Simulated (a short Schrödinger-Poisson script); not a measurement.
System: gated Al0.4Ga0.6N/GaN polarisation-induced gas, at 20 K.

| layer | material | thickness (nm) | Na (cm⁻³) |
|---|---|---|---|
| 1 | Al0.4Ga0.6N | 15 | - |
| 2 | GaN | 6000 | 1e15 |

Constants are typed, rounded textbook-type inputs, not results; the design itself was drawn at random and stands for no fabricated device. Al0.4Ga0.6N: permittivity 9.26, conduction-band edge (eV) 0.58, gap (eV) 4.258, electron mass (mₑ) 0.248, Nv at 300 K (cm⁻³) 4.6e19. GaN: permittivity 9.5, conduction-band edge (eV) 0, gap (eV) 3.43, Nv at 300 K (cm⁻³) 4.6e19.

Channel valleys (confinement mass, in-plane density-of-states mass, number): Γ 0.2, 0.2, 1. At the gate the conduction-band edge of layer 1 lies 1.36 eV − eVg above the Fermi level of the channel; the field vanishes at the back. Sheet of polarisation charge: +2e13 e/cm² at 15 nm from the gate. The barrier under the gate holds no holes. Gaps are held at their typed values at every temperature. Mesh 0.08 nm at interfaces.

From a short Schrödinger-Poisson script (our own, NumPy): 1D Poisson equation in equilibrium, electrons quantum, Hartree plus LDA exchange-correlation (BenDaniel-Duke, 40 states a valley, the channel's in-plane mass for all, wave functions free to enter the barrier), parabolic valleys, classical holes, full ionisation, no traps, pinning or gate leakage.

Only gate voltages with over 1e8 electrons/cm² are shown.

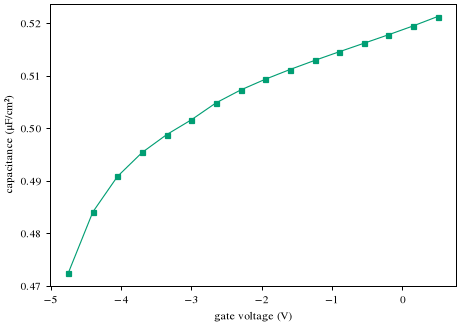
Quasi-static capacitance against gate voltage

| Vg (V) | electrons (cm⁻²) | in the channel layer | C (μF/cm²) | Γ E0 (meV) | Γ E1 (meV) |
|---|---|---|---|---|---|
| 0.5 | 1.73e13 | 1.59e13 | 0.521 | -187.3 | -19.8 |
| 0.15 | 1.62e13 | 1.50e13 | 0.519 | -176.4 | -17.1 |
| -0.2 | 1.50e13 | 1.40e13 | 0.518 | -165.4 | -14.6 |
| -0.55 | 1.39e13 | 1.31e13 | 0.516 | -154.2 | -12.2 |
| -0.9 | 1.28e13 | 1.21e13 | 0.515 | -143.0 | -9.9 |
| -1.25 | 1.17e13 | 1.11e13 | 0.513 | -131.7 | -7.7 |
| -1.6 | 1.05e13 | 1.01e13 | 0.511 | -120.4 | -5.7 |
| -1.95 | 9.42e12 | 9.06e12 | 0.509 | -108.9 | -3.7 |
| -2.3 | 8.31e12 | 8.04e12 | 0.507 | -97.4 | -1.5 |
| -2.65 | 7.21e12 | 7.00e12 | 0.505 | -85.6 | 1.4 |
| -3 | 6.11e12 | 5.96e12 | 0.502 | -73.1 | 7.1 |
| -3.35 | 5.02e12 | 4.92e12 | 0.499 | -60.0 | 13.7 |
| -3.7 | 3.93e12 | 3.87e12 | 0.495 | -47.0 | 19.7 |
| -4.05 | 2.85e12 | 2.82e12 | 0.491 | -34.1 | 24.8 |
| -4.4 | 1.79e12 | 1.77e12 | 0.484 | -21.4 | 28.5 |
| -4.75 | 7.41e11 | 7.38e11 | 0.472 | -8.9 | 29.9 |

Subbands count from the Fermi level.
